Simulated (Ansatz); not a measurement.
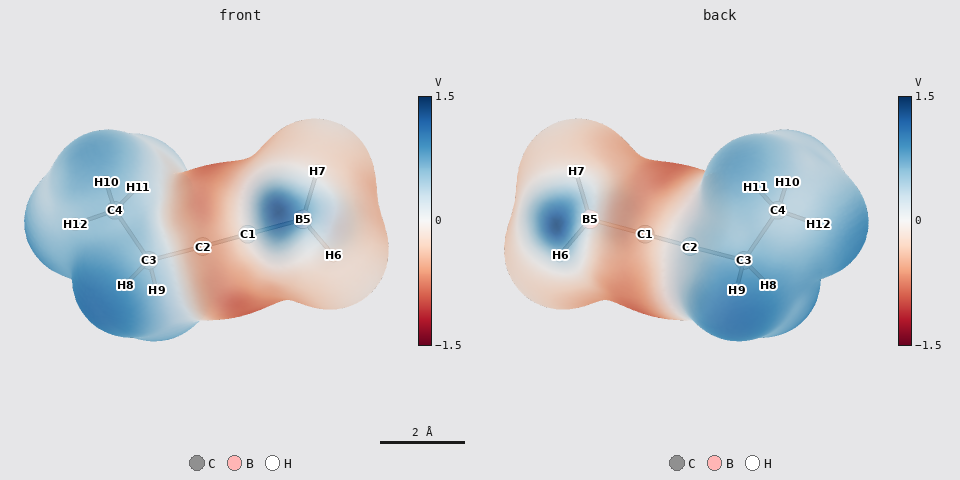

Figure 1: C$_{4}$H$_{7}$B. The molecular electrostatic potential painted on the density surface at 0.002 e/bohr³, seen from the front and from behind; red is negative and blue positive.

Geometry: B3LYP/def2-SVP.

Level of theory: isolated molecule in a Gaussian basis; Kohn-Sham density functional theory, functional PBE0 (Ansatz).

```xyz
12

C    -0.9500   -1.3363   -1.4067
C    -0.8442   -0.8477   -0.2873
C    -0.7114   -0.2511    1.0366
C    -0.1472    1.1784    1.0452
B    -1.0824   -1.9413   -2.7745
H    -1.5198   -3.0582   -2.9085
H    -0.7528   -1.3168   -3.7533
H    -0.0764   -0.9165    1.6502
H    -1.7035   -0.2736    1.5242
H     0.8581    1.2081    0.5984
H    -0.7923    1.8603    0.4707
H    -0.0775    1.5571    2.0768
```

Which sites attract a positive test charge, and which a negative one?

Answer. A positive charge is drawn to the negative regions and a negative charge to the positive ones. The most negative region (about −0.8 V) lies over C1 and C2, the most positive (about +1.2 V) over B5.
